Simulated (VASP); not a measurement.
Band structure of BeS (relaxed from the 6H structure, space group P6_3mc). These are r2SCAN meta-GGA, VASP's PBE PAW potentials (set 64) (plane waves; VASP 6.6.1) values and carry that method's errors.

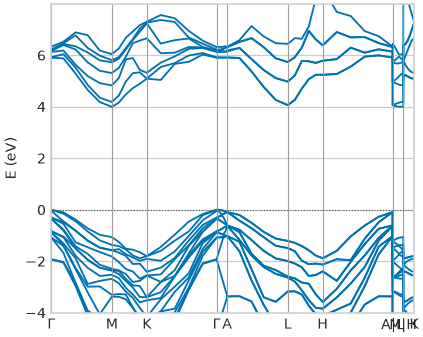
Fig. 1. Bands along high-symmetry lines, zero at the valence-band maximum or, without a gap, the Fermi level

### Question
Read the plot: is there a gap, and where are the band edges?

### Answer
The gap is indirect, 4.00 eV, from the valence maximum at Γ to the conduction minimum at M.

The structure was generated: BeS was put into the 6H type (P6_3mc), which need not be its known phase. It was relaxed first.
